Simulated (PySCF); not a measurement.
C₅H₁₃BO₂Si (SMILES B[C@H](C)CO/C=C\O[SiH3])

```csv
atom,x (Å),y (Å),z (Å)
B,-2.7056,1.4173,0.2440
C,-2.0454,0.1380,-0.4024
C,-2.6394,-1.2033,0.0414
C,-0.5206,0.1066,-0.2369
O,-0.2409,0.1179,1.1565
C,1.0478,0.0318,1.5553
C,2.1801,-0.1048,0.8694
O,2.2854,-0.2207,-0.4834
Si,3.5343,0.0040,-1.4928
H,-2.1391,2.4378,0.2064
H,-3.7797,1.3642,0.6995
H,-2.2266,0.2411,-1.4833
H,-2.4143,-1.3740,1.0907
H,-2.2189,-2.0249,-0.5368
H,-3.7186,-1.2058,-0.0861
H,-0.0649,0.9843,-0.7096
H,-0.0972,-0.7960,-0.6930
H,1.1064,0.0895,2.6330
H,3.1108,-0.1444,1.4186
H,3.8949,1.4225,-1.5662
H,2.9329,-0.5084,-2.7138
H,4.7082,-0.7535,-1.0528
```

Geometry: GFN2-xTB.

Method: PBE0/pcSseg-1, SCF density, gas phase, non-relativistic in PySCF 2.14.0.

**What will maps of the electron density and electron localisation function show?**

C–C (1.33 Å): ρ at the midpoint is about 2.3 e/Å³; the ELF peaks at about 0.90 between the atoms; a multiple bond.
C–O (1.35 Å): the density is about 2.3 e/Å³ at the midpoint, with its minimum of 2 e/Å³ about 0.5 Å from C; the ELF peaks at about 0.90 between the atoms; a shared but strongly polarised pair.
C–H (1.08 Å): the density is about 2.1 e/Å³ at the midpoint; the ELF climbs to about 1 towards the hydrogen, as it does in any bond to H; a covalent bond by its length.
C–O (1.42 Å): ρ is about 2 e/Å³ halfway, with its minimum of 1.7 e/Å³ about 0.5 Å from C; the ELF peaks at about 0.90 between the atoms (a shared but strongly polarised pair).

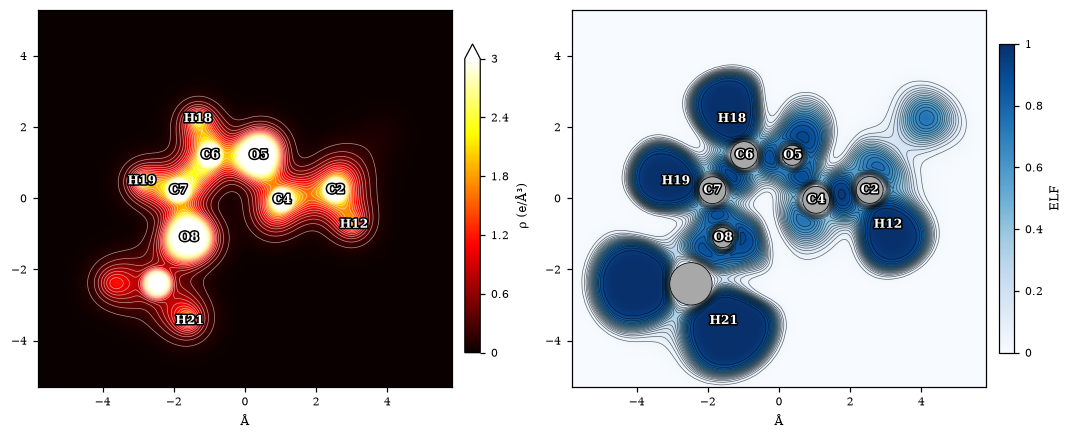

Computed electron density and electron localisation function on the plane of atoms C6, C7 and H19, in this order. Grey discs cover the atomic cores in the ELF map. 
